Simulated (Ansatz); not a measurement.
# AsB2H6N: rotation by 180° about the As2–N4 bond, part 2 of 2

Aim: the minimum-energy path and barrier of the rotation by 180° about the As2–N4 bond. The ends are relaxed first, then joined by a nudged elastic band. SMILES of the start: B[As](B)N.

Ansatz 0.2.0; RKS r2SCAN-D4/def2-SVP. Earlier steps stand in the parts before.

### Step 6. The band, image by image

Images 0 and 8 are the ends. Energies count from image 0; the path length is the program's own measure over all atoms.

| image | path (Å) | energy (eV) | dihedral B1–As2–N4–H9 (°) | band force (eV/Å) |
| --- | --- | --- | --- | --- |
| 0 | 0.000 | 0.0000 | 101 | - |
| 1 | 0.357 | 0.0013 | 117 | 0.019 |
| 2 | 0.714 | 0.0061 | 135 | 0.006 |
| 3 | 1.070 | 0.0122 | 152 | 0.010 |
| 4* | 1.427 | 0.0156 | 169 | 0.014 |
| 5 | 1.809 | 0.0137 | -173 | 0.015 |
| 6 | 2.191 | 0.0074 | -156 | 0.005 |
| 7 | 2.574 | 0.0018 | -137 | 0.007 |
| 8 | 2.956 | 0.0000 | -120 | - |

The star marks the climbing image.

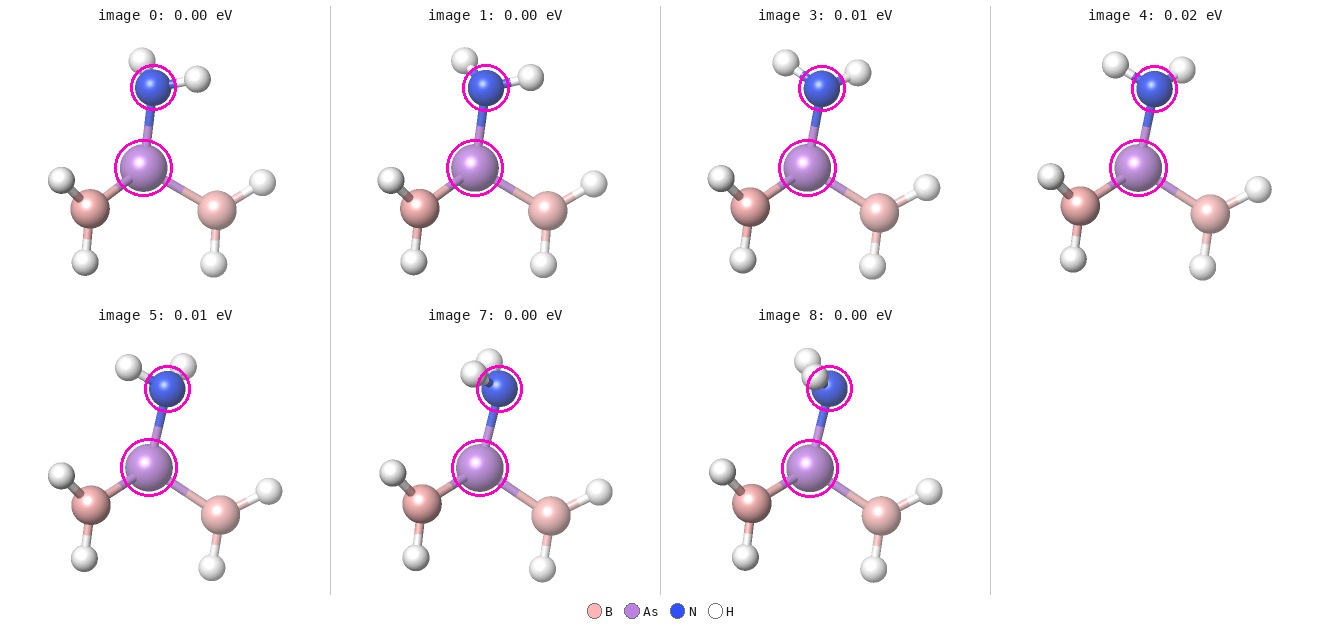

Snapshots along the band, viewed from a chosen angle. Ringed: As2, N4. Sticks join atoms closer than a bonding distance in each image.

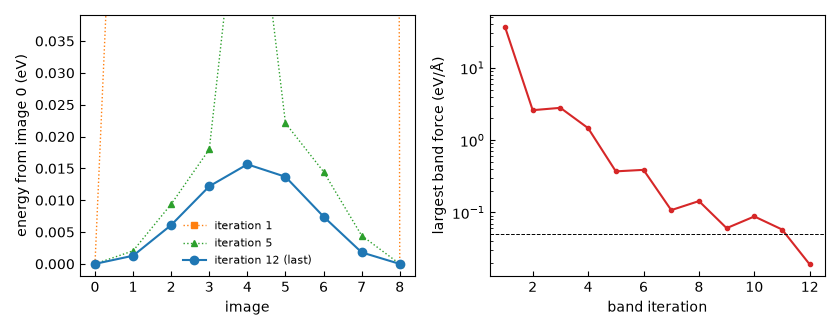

Left: energy of each image for early iterations and the last one (lines only join the points; early values far above the last band run off the scale). Right: the largest band force by iteration, with the threshold dashed.

How the highest energy settled:

```csv
iteration,highest image above image 0 (eV),largest band force (eV/Å)
1,6.5528,36.912
2,0.5383,2.597
3,0.5345,2.798
4,0.1960,1.465
5,0.0718,0.370
6,0.0320,0.388
7,0.0184,0.107
8,0.0175,0.143
9,0.0161,0.061
10,0.0159,0.088
11,0.0156,0.058
12,0.0156,0.019
```

The band as a trajectory file:

```xyz
10
image=0 dE=0.0000
B    -1.578    0.537   -0.641
As   -0.123   -0.259    0.355
B     0.922   -1.590   -0.588
N     0.971    0.939    1.260
H    -2.167   -0.181   -1.407
H    -1.888    1.685   -0.447
H     2.103   -1.680   -0.385
H     0.304   -2.342   -1.297
H     0.719    0.955    2.249
H     0.818    1.884    0.904
10
image=1 dE=0.0013
B    -1.572    0.547   -0.672
As   -0.121   -0.231    0.336
B     0.914   -1.594   -0.572
N     0.973    0.991    1.207
H    -2.155   -0.189   -1.424
H    -1.881    1.700   -0.504
H     2.095   -1.689   -0.374
H     0.282   -2.366   -1.247
H     0.920    0.841    2.216
H     0.628    1.938    1.037
10
image=2 dE=0.0061
B    -1.564    0.551   -0.708
As   -0.134   -0.212    0.338
B     0.902   -1.584   -0.554
N     0.956    1.042    1.169
H    -2.148   -0.210   -1.434
H    -1.867    1.710   -0.582
H     2.086   -1.674   -0.367
H     0.264   -2.372   -1.203
H     1.124    0.759    2.135
H     0.466    1.938    1.210
10
image=3 dE=0.0122
B    -1.564    0.560   -0.749
As   -0.146   -0.188    0.321
B     0.900   -1.572   -0.532
N     0.922    1.093    1.140
H    -2.153   -0.222   -1.449
H    -1.869    1.720   -0.645
H     2.080   -1.670   -0.322
H     0.267   -2.365   -1.179
H     1.306    0.706    2.004
H     0.340    1.887    1.414
10
image=4 dE=0.0156
B    -1.564    0.566   -0.791
As   -0.169   -0.173    0.320
B     0.892   -1.560   -0.502
N     0.875    1.137    1.129
H    -2.163   -0.232   -1.463
H    -1.855    1.732   -0.721
H     2.067   -1.659   -0.264
H     0.279   -2.349   -1.172
H     1.460    0.698    1.842
H     0.263    1.789    1.624
10
image=5 dE=0.0137
B    -1.585    0.556   -0.799
As   -0.188   -0.159    0.332
B     0.882   -1.539   -0.488
N     0.825    1.182    1.125
H    -2.191   -0.259   -1.443
H    -1.871    1.724   -0.759
H     2.058   -1.639   -0.245
H     0.276   -2.322   -1.172
H     1.615    0.757    1.614
H     0.262    1.649    1.838
10
image=6 dE=0.0074
B    -1.616    0.555   -0.797
As   -0.203   -0.148    0.323
B     0.886   -1.522   -0.479
N     0.766    1.207    1.146
H    -2.216   -0.263   -1.445
H    -1.915    1.718   -0.745
H     2.057   -1.615   -0.211
H     0.308   -2.294   -1.198
H     1.697    0.859    1.380
H     0.318    1.454    2.029
10
image=7 dE=0.0018
B    -1.639    0.548   -0.788
As   -0.228   -0.152    0.342
B     0.882   -1.506   -0.473
N     0.706    1.213    1.187
H    -2.226   -0.265   -1.453
H    -1.944    1.709   -0.728
H     2.053   -1.583   -0.199
H     0.327   -2.272   -1.217
H     1.707    1.010    1.158
H     0.445    1.246    2.174
10
image=8 dE=0.0000
B    -1.657    0.554   -0.780
As   -0.246   -0.154    0.344
B     0.881   -1.506   -0.459
N     0.654    1.206    1.233
H    -2.220   -0.243   -1.484
H    -1.978    1.709   -0.687
H     2.047   -1.579   -0.164
H     0.347   -2.277   -1.215
H     1.642    1.193    0.975
H     0.612    1.046    2.240
```

### Step 7. Frequencies at the highest image

The geometry is the highest inner image of the first converged band.

input.yaml reads:

```yaml
crystal:
  periodic: [false, false, false]
  atoms:
    - { symbol: B, position_ang: [-1.564443, 0.566085, -0.790531] }
    - { symbol: As, position_ang: [-0.169442, -0.172575, 0.320315] }
    - { symbol: B, position_ang: [0.891851, -1.560253, -0.502127] }
    - { symbol: "N", position_ang: [0.874543, 1.136568, 1.129498] }
    - { symbol: H, position_ang: [-2.163159, -0.231693, -1.463377] }
    - { symbol: H, position_ang: [-1.855094, 1.731929, -0.721043] }
    - { symbol: H, position_ang: [2.067327, -1.658823, -0.263692] }
    - { symbol: H, position_ang: [0.278702, -2.349332, -1.172312] }
    - { symbol: H, position_ang: [1.459947, 0.698152, 1.842442] }
    - { symbol: H, position_ang: [0.26287, 1.788843, 1.623926] }
basis:
  gaussian: { orbitals: def2-SVP }
hamiltonian:
  xc: r2scan
  dispersion: d4
phonons: {}
```

Command:

```sh
$ ansatz run input.yaml --threads 2 --pin off --max-ram 3072MiB --backend cpu --events-out ev --progress --plain --runs-dir out
```

Output, cut to the lines that bear on the results:

```text
Warning: RAYON_NUM_THREADS=2 ignored (pool sized by the plan → 2); use --threads N
[...]
Functional definition: r2SCAN
[...]
1191 factors; their error is unknown
[...]
mean field -63768.62436993 eV, -2343.4537216690 hartree, gradient 7.4e-6 eV, S^2 0.000000; 0 other end points of the search recorded, 0 dependent functions left out
[...]
reference -63768.62438056 eV, -2343.4537220594 hartree; 28, 28 occupied and 76, 76 virtual orbitals, 1191 factors
[...]
1191 factors; their error is unknown
mean field -63768.62430462 eV, -2343.4537192687 hartree, gradient 1.9e-6 eV, S^2 0.000000; 0 other end points of the search recorded, 0 dependent functions left out
[...]
reference -63768.62431524 eV, -2343.4537196590 hartree; 28, 28 occupied and 76, 76 virtual orbitals, 1191 factors
[...]
1191 factors; their error is unknown
mean field -63768.62430062 eV, -2343.4537191217 hartree, gradient 1.4e-6 eV, S^2 0.000000; 0 other end points of the search recorded, 0 dependent functions left out
[...]
WARN: phonons: modes at or below zero, which the zero-point energy, F, S and C_V leave out: 1, the lowest at -101.53 cm⁻¹. A minimum has none, and a first-order saddle one
[...]
Atom 1 at    -0.169442    -0.172575     0.320315 Å, force     0.002236     0.009505     0.001389 eV/Å
Atom 2 at     0.891851    -1.560253    -0.502127 Å, force     0.003231     0.004797    -0.007497 eV/Å
Atom 3 at     0.874543     1.136568     1.129498 Å, force    -0.013592    -0.003558    -0.002011 eV/Å
Atom 4 at    -2.163159    -0.231693    -1.463377 Å, force     0.000512     0.000886    -0.001885 eV/Å
Atom 5 at    -1.855094     1.731929    -0.721043 Å, force    -0.002274     0.003476     0.000543 eV/Å
Atom 6 at     2.067327    -1.658823    -0.263692 Å, force    -0.000209    -0.002445     0.002319 eV/Å
Atom 7 at     0.278702    -2.349332    -1.172312 Å, force    -0.002199    -0.001566     0.003951 eV/Å
Atom 8 at     1.459947     0.698152     1.842442 Å, force     0.007661    -0.002812     0.006405 eV/Å
Atom 9 at     0.262870     1.788843     1.623926 Å, force     0.001851    -0.002046    -0.006830 eV/Å
Dipole moment:     0.007346     0.078386     0.396983 e Å
Vibrations: -101.53 44.02 167.52 194.11 383.25 467.03 589.09 631.20 660.47 674.34 708.31 764.48 844.75 858.38 1012.43 1115.40 1125.82 1563.94 2587.29 2593.85 2715.08 2717.63 3497.07 3596.00 cm⁻¹, zero-point energy 1.829478 eV
```

Wall time 75 s (2 threads of Intel Xeon Platinum 8488C (Sapphire Rapids), shared host); peak memory 0.18 GiB.

Of 24 modes, 1 is imaginary by more than 30 cm⁻¹ (102i cm⁻¹).

### Step 8. Results

This closing draws on all 2 parts.

| quantity | value |
| --- | --- |
| end A | 15 moves, 1.085 eV lower |
| end B | 11 moves, 1.056 eV lower |
| barrier forwards | 0.016 eV |
| barrier backwards | 0.016 eV |
| second end relative to first | 0.000 eV |
| highest image | 4 of 0 to 8, climbing |
| band iterations | 12 |
| imaginary modes at the top | 102i cm⁻¹ |

The barrier from the first end is 0.016 eV, 0.6 times kT at 300 K. The two ends lie within 1 meV of each other. The listed dihedral goes from 101° at end A through 169° at the highest image to -120° at end B; the relaxed ends differ by 139° in it rather than the 180° set up, and other torsions can move along the band as well. One imaginary mode, as a first-order saddle point has. These are electronic energies, with no zero-point or thermal terms.
